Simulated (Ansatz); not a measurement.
**Alloy of Si and C (12 of 64 Si sites exchanged), 64 atoms**

How does this alloy cell relax, and what gap do PBEsol and r²SCAN give?

Program: Ansatz 0.2.0, PAW, plane waves. These are calculated values, not measurements.

**1. The system as built**

64 atoms (52 Si, 12 C); a = 10.152 Å, b = 10.152 Å, c = 10.152 Å, α = 90.00°, β = 90.00°, γ = 90.00°. All atoms were shaken off their sites by about 0.02 Å along each axis; atoms next to an added one may be pushed further to make room.

The runs, in order: (2) PBEsol cell relaxation at the single k point (¼, ¼, ¼), on 1 × NVIDIA H100 80GB HBM3 with 4 threads of AMD EPYC 7R13; (3) r²SCAN single point at the single k point (¼, ¼, ¼), on 1 × NVIDIA H100 80GB HBM3 with 4 threads of AMD EPYC 7R13.

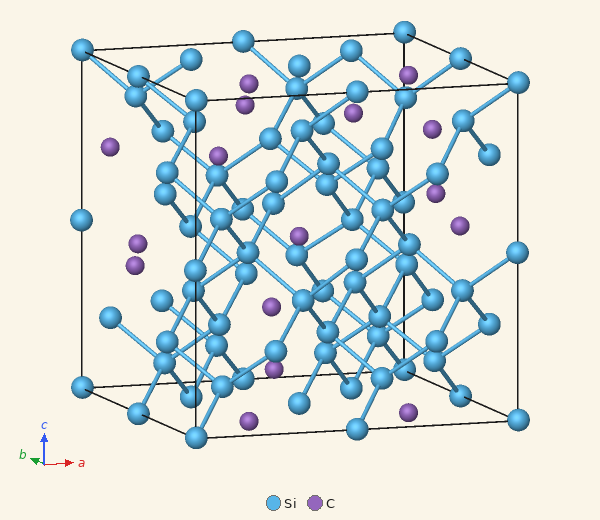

Start, viewed slightly off an axis; silicon blue, carbon purple. Atoms on faces are repeated.

**2. PBEsol relaxation of the cell and the positions**

Contents of in.yaml:

```yaml
crystal:
  lattice:
    - [10.151564, 0.000000, 0.000000]
    - [0.000000, 10.151564, 0.000000]
    - [0.000000, 0.000000, 10.151564]
  atoms:
    - { symbol: Si, position: [0.002320, 0.000912, 0.002132] }
    - { symbol: Si, position: [0.998711, 0.999291, 0.498401] }
    - { symbol: Si, position: [0.999202, 0.500708, 0.998719] }
    - { symbol: Si, position: [0.501840, 0.001673, 0.001048] }
    - { symbol: Si, position: [0.499797, 0.001099, 0.503830] }
    - { symbol: Si, position: [0.499145, 0.502575, 0.002882] }
    - { symbol: Si, position: [0.126793, 0.124567, 0.128637] }
    - { symbol: Si, position: [0.125168, 0.128546, 0.624641] }
    - { symbol: Si, position: [0.124316, 0.624922, 0.124396] }
    - { symbol: Si, position: [0.126263, 0.624821, 0.624742] }
    - { symbol: Si, position: [0.624090, 0.129355, 0.126492] }
    - { symbol: Si, position: [0.625185, 0.125886, 0.625664] }
    - { symbol: Si, position: [0.624117, 0.626049, 0.127884] }
    - { symbol: Si, position: [0.628359, 0.625856, 0.626236] }
    - { symbol: Si, position: [0.251314, 0.251587, 0.500368] }
    - { symbol: Si, position: [0.251289, 0.751090, 0.997999] }
    - { symbol: Si, position: [0.248949, 0.749490, 0.503696] }
    - { symbol: Si, position: [0.751563, 0.249176, 0.498305] }
    - { symbol: Si, position: [0.748545, 0.750794, 0.997832] }
    - { symbol: Si, position: [0.751892, 0.751499, 0.497130] }
    - { symbol: Si, position: [0.372937, 0.372430, 0.621423] }
    - { symbol: Si, position: [0.373347, 0.873233, 0.125820] }
    - { symbol: Si, position: [0.375473, 0.874856, 0.629678] }
    - { symbol: Si, position: [0.874464, 0.375763, 0.128783] }
    - { symbol: Si, position: [0.876875, 0.878235, 0.126966] }
    - { symbol: Si, position: [0.875167, 0.875092, 0.624464] }
    - { symbol: Si, position: [0.248868, 0.999894, 0.245827] }
    - { symbol: Si, position: [0.251589, 0.999714, 0.748500] }
    - { symbol: Si, position: [0.250359, 0.500273, 0.250074] }
    - { symbol: Si, position: [0.747290, 0.997488, 0.249144] }
    - { symbol: Si, position: [0.750205, 0.999046, 0.745006] }
    - { symbol: Si, position: [0.748806, 0.502349, 0.247541] }
    - { symbol: Si, position: [0.754469, 0.497799, 0.745114] }
    - { symbol: Si, position: [0.377072, 0.123383, 0.371116] }
    - { symbol: Si, position: [0.374513, 0.125548, 0.874204] }
    - { symbol: Si, position: [0.378162, 0.625392, 0.375743] }
    - { symbol: Si, position: [0.872318, 0.125241, 0.374032] }
    - { symbol: Si, position: [0.875980, 0.128585, 0.876367] }
    - { symbol: Si, position: [0.876555, 0.626636, 0.376020] }
    - { symbol: Si, position: [0.872641, 0.624073, 0.871212] }
    - { symbol: Si, position: [0.000278, 0.250689, 0.248960] }
    - { symbol: Si, position: [0.000081, 0.250141, 0.751012] }
    - { symbol: Si, position: [0.999488, 0.746732, 0.246846] }
    - { symbol: Si, position: [0.500090, 0.253848, 0.251405] }
    - { symbol: Si, position: [0.501279, 0.251498, 0.750683] }
    - { symbol: Si, position: [0.496743, 0.749314, 0.750676] }
    - { symbol: Si, position: [0.126138, 0.376808, 0.375828] }
    - { symbol: Si, position: [0.129663, 0.377116, 0.876264] }
    - { symbol: Si, position: [0.123843, 0.875954, 0.877911] }
    - { symbol: Si, position: [0.626613, 0.373337, 0.374746] }
    - { symbol: Si, position: [0.622472, 0.872593, 0.381167] }
    - { symbol: Si, position: [0.622645, 0.874230, 0.874026] }
    - { symbol: C, position: [0.998370, 0.502846, 0.502309] }
    - { symbol: C, position: [0.498682, 0.501706, 0.498452] }
    - { symbol: C, position: [0.252428, 0.246093, 0.001308] }
    - { symbol: C, position: [0.749977, 0.252664, 0.999487] }
    - { symbol: C, position: [0.375376, 0.372783, 0.129769] }
    - { symbol: C, position: [0.877805, 0.374071, 0.624117] }
    - { symbol: C, position: [0.248037, 0.501461, 0.749340] }
    - { symbol: C, position: [0.373754, 0.623262, 0.875675] }
    - { symbol: C, position: [0.000567, 0.752607, 0.751394] }
    - { symbol: C, position: [0.501115, 0.751176, 0.251426] }
    - { symbol: C, position: [0.122371, 0.878121, 0.374980] }
    - { symbol: C, position: [0.622691, 0.376049, 0.875491] }
  symmetry: { detect: false }
kpoints:
  mp_grid: { grid: [1, 1, 1], shift: [0.25, 0.25, 0.25] }
hamiltonian:
  xc: pbesol
scf:
  occupations: { method: fermi_dirac, width: 0.01 }
relax:
  f_tol: 0.03
  max_steps: 80
  escape_saddle: false
  adjacent_minimum: "off"
  cell: { fix: [shape] }
output:
  forces: true
  eigenvalues: true
  populations: true
```

Command:

```sh
> ansatz run in.yaml --threads 4 --pin off --max-ram 42750MiB --runs-dir r --events-out ev --progress --plain --backend cuda --devices 0, --max-vram 37GiB
```

The log of the run:

```text
Pseudopotentials: kind: paw
Functional definition: PBEsol
  exchange = pbesol_x
  correlation = pbesol_c
Crystal: 64 atoms, lattice volume = 1046.162 Å³
Basis set: ecut = 420 eV, 20341 PW (Γ), exchange–correlation on 144×144×144 points (8 copies of the dense FFT grid, shifted against one another)
Bands: 192, of which v1, the nominal top of the filled ones, is band 128 counted from 1 (127 counted from 0)
Symmetry: 1 space group operations
k-points: 1
Non-local potential: Si, projectors of the file, l = 0: 2, l = 1: 2, l = 2: 2
Non-local potential: C, projectors of the file, l = 0: 2, l = 1: 2, l = 2: 1
PAW form: soft (Blöchl's): semilocal exchange-correlation on the pseudo side does not see the compensation charge
PAW frozen core: Si, regenerated for the run's functional, and the local potential with it (the file was generated under x = pbe(κ = 0.804, μ = 0.2195149727645171), c = pbe(β = 0.06672455060314922))
PAW frozen core: C, regenerated for the run's functional, and the local potential with it (the file was generated under x = pbe(κ = 0.804, μ = 0.2195149727645171), c = pbe(β = 0.06672455060314922))
PAW one-centre angular grid: Si, 110 points (default); XC on 64 Gauss nodes
PAW one-centre angular grid: C, 110 points (default); XC on 64 Gauss nodes
Initial density: superposition of atomic densities (neutral atoms: chi_scale 0, normalization atom), corrected by the library's trained network
Initial wavefunctions: pseudopotential atomic-orbital guess
Functional: x = pbesol(κ = 0.804, μ = 0.12345679012345678), c = pbesol(β = 0.046)
SCF iter   1: F=—  HF=-35238.993860 eV  |F-HF|=—  |Δ(HF+E_count)|=         —  Δρ=6.47e-3  dr2=8.04e-1  ethr=1.77e-3  ⟨swp⟩=6.0  Hψ=885  notcnv=0  defer=40
preconditioner: auto → Resta (q_TF=auto, 2.158 Å⁻¹)  ε∞=5.7  [insulator: Δε(μ)=0.741 eV  Ē_g=8.435 eV  σ=0.010 eV  W_gap=1.00  n_scr=178 (ndim 8)  ℏωp=18.4 eV  f_vac=0.000  D(μ)=0.00/eV (n_scr^D=0)  ε∞_Penn≈5.7]
SCF iter   2: F=—  HF=-35238.882196 eV  |F-HF|=—  |Δ(HF+E_count)|=   1.12e-1  Δρ=2.71e-3  dr2=1.35e-1  ethr=3.14e-4  ⟨swp⟩=1.0  Hψ=221  notcnv=0  defer=52
SCF iter   3: F=—  HF=-35238.857946 eV  |F-HF|=—  |Δ(HF+E_count)|=   2.43e-2  Δρ=5.62e-4  dr2=3.80e-3  ethr=5.27e-5  ⟨swp⟩=3.0  Hψ=200  notcnv=0  defer=56
SCF iter   4: F=—  HF=-35238.858923 eV  |F-HF|=—  |Δ(HF+E_count)|=   9.77e-4  Δρ=1.07e-4  dr2=1.70e-4  ethr=1.49e-6  ⟨swp⟩=3.0  Hψ=225  notcnv=0  defer=56
SCF iter   5: F=—  HF=-35238.858955 eV  |F-HF|=—  |Δ(HF+E_count)|=   3.24e-5  Δρ=2.95e-5  dr2=1.13e-5  ethr=6.62e-8  ⟨swp⟩=2.0  Hψ=244  notcnv=0  defer=56
SCF iter   6: F=—  HF=-35238.858052 eV  |F-HF|=—  |Δ(HF+E_count)|=   9.03e-4  Δρ=5.53e-6  dr2=3.99e-7  ethr=4.41e-9  ⟨swp⟩=2.0  Hψ=303  notcnv=0  defer=56
SCF iter   7: F=-35238.858052 eV  HF=-35238.858052 eV  |F-HF|=6.93e-9  |Δ(HF+E_count)|=   1.25e-7  Δρ=1.41e-6  dr2=2.96e-8  ethr=3.91e-11  ⟨swp⟩=14.0  Hψ=1233  notcnv=0
SCF 1 converged in 7 iterations: F = -35238.858052 eV  dr2 = 2.96e-8
relax step   1: F+E_penalty+E_count = -35238.85805233 eV  Δ(F+E_penalty+E_count) = +0.000e0 eV  max|allowed force component| = 5.581e0 eV/Å  Δτ_max = 0.0000 Å  P = +5.941 GPa  Ω = 1046.162 Å³  fix = [alpha, beta, gamma, b/a, c/a]  reactions: b/a -0.038, c/a -0.124 GPa; alpha +1.130, beta +0.532, gamma +1.409 GPa/rad  (7 SCF iters, dr2 threshold 1.00e-7 eV, accepted)
[... from here on, the SCF cycles and remarks between the steps are left out ...]
relax step   2: F+E_penalty+E_count = -35254.53731768 eV  Δ(F+E_penalty+E_count) = -1.568e1 eV  max|allowed force component| = 3.111e0 eV/Å  Δτ_max = 0.1947 Å  P = +0.219 GPa  Ω = 1052.412 Å³  energy of the carried Pulay correction = -3.249e-3 eV  fix = [alpha, beta, gamma, b/a, c/a]  reactions: b/a +0.126, c/a -0.256 GPa; alpha +1.143, beta +0.848, gamma +1.155 GPa/rad  (6 SCF iters, dr2 threshol [...]
relax step   3: F+E_penalty+E_count = -35262.70063515 eV  Δ(F+E_penalty+E_count) = -8.163e0 eV  max|allowed force component| = 1.202e0 eV/Å  Δτ_max = 0.2000 Å  P = -2.915 GPa  Ω = 1053.869 Å³  energy of the carried Pulay correction = -4.004e-3 eV  fix = [alpha, beta, gamma, b/a, c/a]  reactions: b/a +0.068, c/a -0.130 GPa; alpha +1.028, beta +1.061, gamma +1.083 GPa/rad  (8 SCF iters, dr2 threshol [...]
relax step   4: F+E_penalty+E_count = -35265.03397117 eV  Δ(F+E_penalty+E_count) = -2.333e0 eV  max|allowed force component| = 1.084e0 eV/Å  Δτ_max = 0.1537 Å  P = -0.696 GPa  Ω = 1024.264 Å³  energy of the carried Pulay correction = +1.154e-2 eV  fix = [alpha, beta, gamma, b/a, c/a]  reactions: b/a -0.028, c/a +0.056 GPa; alpha +0.948, beta +1.399, gamma +1.064 GPa/rad  (7 SCF iters, dr2 threshol [...]
relax step   5: F+E_penalty+E_count = -35265.67846286 eV  Δ(F+E_penalty+E_count) = -6.445e-1 eV  max|allowed force component| = 5.019e-1 eV/Å  Δτ_max = 0.1499 Å  P = +0.681 GPa  Ω = 1010.485 Å³  energy of the carried Pulay correction = +1.892e-2 eV  fix = [alpha, beta, gamma, b/a, c/a]  reactions: b/a -0.154, c/a +0.118 GPa; alpha +0.962, beta +1.301, gamma +0.907 GPa/rad  (7 SCF iters, dr2 thresh [...]
relax step   6: F+E_penalty+E_count = -35265.64300243 eV  Δ(F+E_penalty+E_count) = +3.546e-2 eV  max|allowed force component| = 6.168e-1 eV/Å  Δτ_max = 0.1202 Å  P = -0.250 GPa  Ω = 1018.804 Å³  energy of the carried Pulay correction = +1.445e-2 eV  fix = [alpha, beta, gamma, b/a, c/a]  (7 SCF iters, dr2 threshold 6.40e-6 eV, rejected (line search))
relax step   7: F+E_penalty+E_count = -35265.85278138 eV  Δ(F+E_penalty+E_count) = -1.743e-1 eV  max|allowed force component| = 6.348e-2 eV/Å  Δτ_max = 0.0533 Å  P = -0.051 GPa  Ω = 1016.687 Å³  energy of the carried Pulay correction = +1.559e-2 eV  fix = [alpha, beta, gamma, b/a, c/a]  reactions: b/a -0.080, c/a +0.045 GPa; alpha +1.009, beta +1.291, gamma +1.105 GPa/rad  (10 SCF iters, accepted) [...]
relax step   8: F+E_penalty+E_count = -35265.85637362 eV  Δ(F+E_penalty+E_count) = -3.592e-3 eV  max|allowed force component| = 2.776e-2 eV/Å  Δτ_max = 0.0142 Å  P = -0.001 GPa  Ω = 1016.285 Å³  energy of the carried Pulay correction = +1.580e-2 eV  fix = [alpha, beta, gamma, b/a, c/a]  reactions: b/a -0.085, c/a +0.047 GPa; alpha +1.023, beta +1.333, gamma +1.083 GPa/rad  (6 SCF iters, dr2 thresh [...]
relax step   9: F+E_penalty+E_count = -35265.84304496 eV  Δ(F+E_penalty+E_count) = +1.333e-2 eV  max|allowed force component| = 2.782e-2 eV/Å  Δτ_max = 0.0000 Å  P = -0.019 GPa  Ω = 1016.285 Å³  fix = [alpha, beta, gamma, b/a, c/a]  reactions: b/a -0.084, c/a +0.047 GPa; alpha +1.024, beta +1.335, gamma +1.085 GPa/rad  stress off target by 1.95e-2 GPa on what of the cell is left free  SCF on the b [...]
SCF converged after 5 iterations
Free energy (F): -35265.843045 eV
Harris-Foulkes:  -35265.843045 eV  (|F-HF|=0.00e0)
Internal energy: -35265.843045 eV  (E = F + TS)
E sigma→0 (E₀):  -35265.843045 eV
Entropy (-TS):   -0.000000 eV (-0.000 meV/atom)
Fermi energy:    7.881335 eV
--- Per-component energies (eV) ---
  E_band       = 477.254630
  E_kinetic    = 3193.089568
  E_local      = -3031.624954  (includes V_loc(G=0)·N_el)
  E_nonlocal   = 1670.836652
  E_hartree    = 1009.189106
  E_xc         = -3432.481524
  E_vxc        = -3169.386158  (∫ρ·V_xc dr)
  E_paw        = -27085.147402  (= ΣΔE_a)
  E_vpaw       = -204.039087  (= ΣTr[D̂ρ^β])
  E_aug_tail   = 0.000397  (compensation charges beyond the density's cutoff)
  E_ewald      = -7591.599247
  E_core_change = 1.894360  (= ΣΔE_core)
  E_smearing   = -0.000000  (= −TS)
  E_closure    = 0.000000  (closes the sum)
  Σ components = -35265.843045   (vs F -35265.843045, Δ=0.00e0)
--- Forces (eV/Å), atoms counted from 1 ---
  atom   1  Si    -0.01187712     0.00630996     0.00279971
  atom   2  Si    -0.00291576    -0.00143813     0.00315291
[... 1 atom left out ...]
  atom   4  Si     0.00039733     0.01361032    -0.01583888
[... 4 atoms left out ...]
  atom   9  Si    -0.02456223    -0.01187977     0.02547455
[... 1 atom left out ...]
  atom  11  Si     0.00586591    -0.00267173     0.01852696
  atom  12  Si    -0.00814124    -0.01570799     0.00722312
  atom  13  Si     0.00540441    -0.01904020     0.01418529
[... 2 atoms left out ...]
  atom  16  Si     0.01368599     0.01258101    -0.00206585
[... 3 atoms left out ...]
  atom  20  Si     0.00997296    -0.00819110     0.01459885
[... 11 atoms left out ...]
  atom  32  Si    -0.01310397     0.02682328    -0.02782109
[... 32 atoms left out ...]
  max |Σ_I F_I| component: 3.99e-6 eV/Å
--- Stress (GPa, compression-positive) ---
        0.018278      -1.084804      -1.334596
       -1.084804      -0.103869      -1.024470
       -1.334596      -1.024470       0.027167
  P = ⅓ Tr σ = -0.0195 GPa (-0.195 kbar)
--- Band table (eV) ---
  k-point 0: bands = [... 116 lower levels ..., "6.3439", "6.4041", "6.4517", "6.4982", "6.5664", "6.6573", "6.7234", "6.9969", "7.0290", "7.2375", "7.5625", "7.6998", "8.0629", "8.2770", "8.3804", "8.6964", "8.8287", "8.8957", "8.9687", "9.0801", "9.2548", "9.3767", "9.4444", "9.5096", ... 52 higher levels ...]
--- Relaxed structure (8 steps of the walk, 7 accepted, 1 SCFs on fresh bases) ---
  F+E_penalty+E_count = -35265.84304496 eV   max|allowed force component| = 2.782e-2 eV/Å   (the final SCF, on the basis selected at the relaxed cell)
  cell:  # Å, volume = 1016.2847 Å³
    - [10.053990283938607, -1.4581413127649345e-111, 1.131914491055585e-112]
    - [-1.4581413127649345e-111, 10.053990283938607, -1.3513212819797403e-111]
    - [1.131914491055585e-112, -1.3513212819797403e-111, 10.053990283938607]
  atoms:
    - { symbol: Si, position: [0.0054175377659286175, 0.016066015986445522, -0.00680604673552463] }
    - { symbol: Si, position: [1.0183651689953, 0.9734791504881242, 0.48680572703002123] }
[... 62 atoms left out; the next input holds them all, rounded ...]
--- Löwdin populations: 64 sites ---
  site symbol       q [e]
     0     Si      3.9899
     1     Si      3.6990
[... 62 atoms left out ...]
  spilling = 0.009798 (of n_electrons = 256.000000)
```

Run time: 9.6 s. Hardware: 1 × NVIDIA H100 80GB HBM3 with 4 threads of AMD EPYC 7R13, shared host; peak host memory 1.4 GiB.

Step by step (solves on a freshly chosen basis count as rows, and their energies jump a little):

| accepted step | energy change (eV) | largest force component (eV/Å) | SCF cycles | pressure (GPa) |
| --- | --- | --- | --- | --- |
| 1 | 0.000 | 5.581 | 7 | 5.94 |
| 2 | -15.679 | 3.111 | 6 | 0.22 |
| 3 | -23.843 | 1.202 | 8 | -2.91 |
| 4 | -26.176 | 1.084 | 7 | -0.70 |
| 5 | -26.820 | 0.502 | 7 | 0.68 |
| 6 | -26.995 | 0.063 | 10 | -0.05 |
| 7 | -26.998 | 0.028 | 6 | 0.00 |
| 8 | -26.985 | 0.028 | 5 | -0.02 |

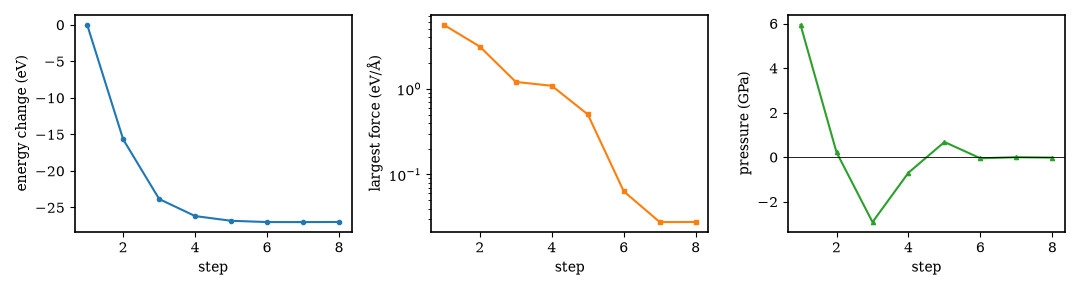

Energy, largest force component and pressure along the relaxation.

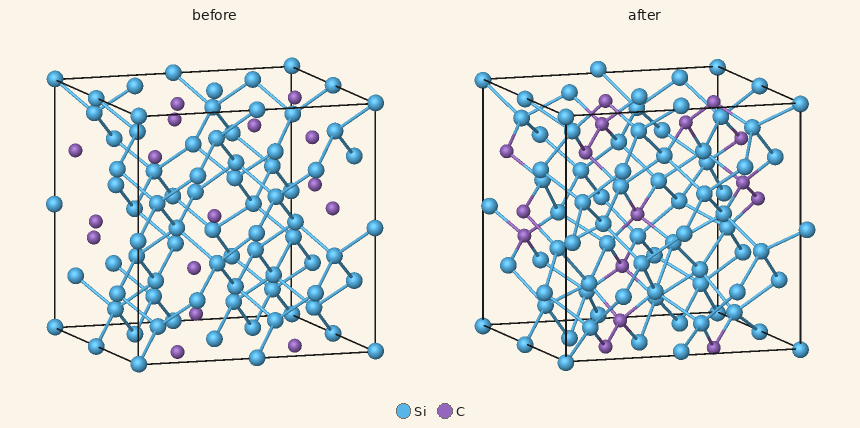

The cell before and after the relaxation.

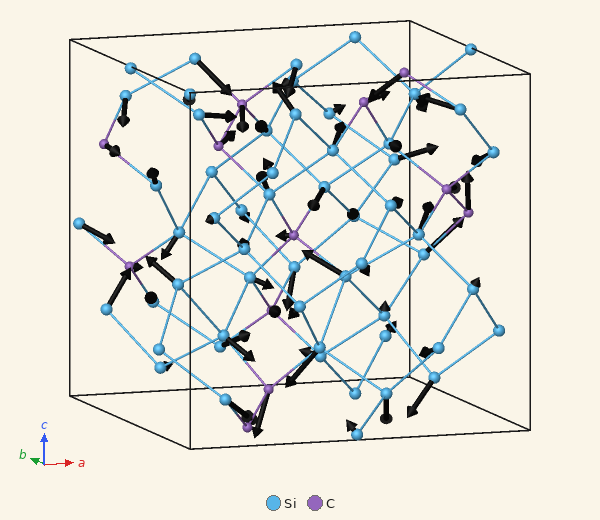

The relaxed cell; black arrows show the larger shifts of the atoms, drawn 4 times longer.

|  | before | after | change |
| --- | --- | --- | --- |
| a (Å) | 10.152 | 10.054 | -0.96 % |
| b (Å) | 10.152 | 10.054 | -0.96 % |
| c (Å) | 10.152 | 10.054 | -0.96 % |
| volume (Å³/atom) | 16.346 | 15.879 | -2.86 % |

Bonds in the relaxed cell, counted within a distance cut:

| pair | count | mean (Å) | spread (Å) | least | most |
| --- | --- | --- | --- | --- | --- |
| C–C | 4 | 1.606 | 0.014 | 1.589 | 1.622 |
| C–Si | 40 | 1.969 | 0.064 | 1.882 | 2.178 |
| Si–Si | 84 | 2.330 | 0.047 | 2.241 | 2.471 |

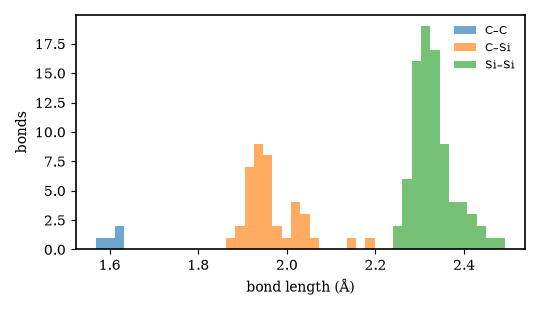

Spread of the bond lengths.

Spacing of the frontier levels at the single k point (¼, ¼, ¼): 0.36 eV (7.700 to 8.063 eV). This point lies off Γ, so the spacing can exceed the gap by much.

[end of part 1 of 2]
